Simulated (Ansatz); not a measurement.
Input

```
crystal:
  periodic: [false, false, false]
  atoms:
    - {symbol: F, position_ang: [0.035065, 0.120482, 0.576068]}
    - {symbol: Li, position_ang: [0.448836, -3.955934, -0.781228]}
    - {symbol: O, position_ang: [-0.055298, -2.617128, 0.214093]}
    - {symbol: Si, position_ang: [-0.439770, -1.340245, 1.021222]}
    - {symbol: H, position_ang: [-1.256264, -1.304396, 2.249214]}
basis:
  gaussian:
    orbitals: def2-TZVPD
total_charge: 1
hamiltonian:
  xc: pbe0
output: {forces: true, orbitals: {seedname: orbitals}}
```

Run with:

```sh
ansatz run input.yaml --threads 1 --pin off --max-ram 2610MiB --events-out events.jsonl --progress --plain --runs-dir runs
```

Geometry: BLYP-D3(BJ)/def2-SVP.

Computed with isolated molecule in a Gaussian basis; Kohn-Sham density functional theory, functional PBE0 in Ansatz 0.2.0.

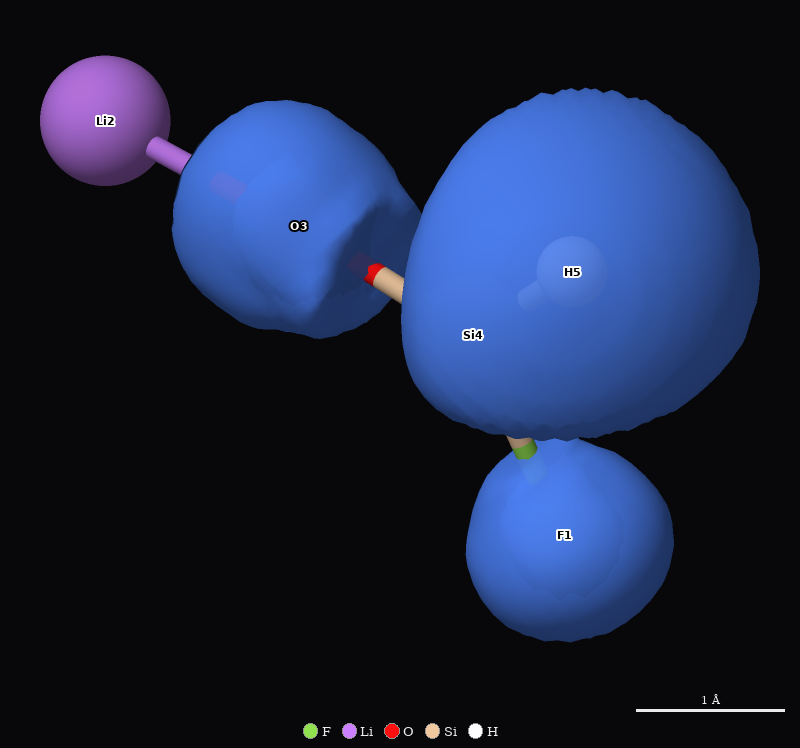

FHLiOSi (SMILES [Li][O][SiH+]F) (charge +1). Isosurface of the ELF at 0.8 (blue), seen at an oblique angle. Only the valence region is drawn (cores and ρ < 0.01 e/Å³ removed).

Q: What do the ELF domains correspond to?

A: The ELF exceeds this value in one region around a hydrogen nucleus, one region wrapped around F (its valence shell) and one region wrapped around O (its valence shell).

Values along the shortest contacts:
Si–O (1.56 Å): the ELF peaks at about 0.85 between the atoms: a short, strongly polar bond. Si–F (1.60 Å): the ELF peaks at about 0.85 in the valence shell of F, 0.6 Å from its nucleus, and is about 0.50 at the midpoint.
